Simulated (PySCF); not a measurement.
Si(OAc)2(OH)2, SMILES CC(O[Si](O)(O)OC(=O)C)=O, singlet, GFN2-xTB optimised geometry. Atoms within 1.6 Å of the plane z = 0.0 Å (x, y, z in Å): O3 (-1.38, -3.66, -0.80), O4 (-0.64, -1.66, -1.47), Si5 (-0.18, -1.07, 0.00), O6 (-0.87, -1.85, 1.23), O7 (1.43, -1.07, 0.00), O8 (-0.81, 0.46, 0.00), C9 (-0.17, 1.56, 0.39), C10 (-1.05, 2.77, 0.35), O11 (0.98, 1.56, 0.73), H15 (-1.18, -2.74, 1.05), H16 (1.86, -0.27, 0.33), H17 (-0.48, 3.66, 0.61), H18 (-1.86, 2.64, 1.06), H19 (-1.48, 2.87, -0.64).

Calculation: CAM-B3LYP/def2-SVP run with PySCF. Cells within 0.4 Å of a nucleus heavier than hydrogen are left out (blank, or x).

Map of the log10 of the electron density (e/bohr³), floored at −4 on the plane z = 0.0 Å:

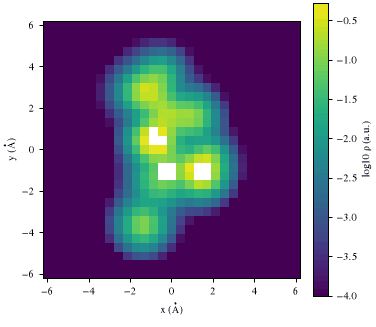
Figure. Log10 of the electron density (e/bohr³), floored at −4 on the plane z = 0.0 Å.
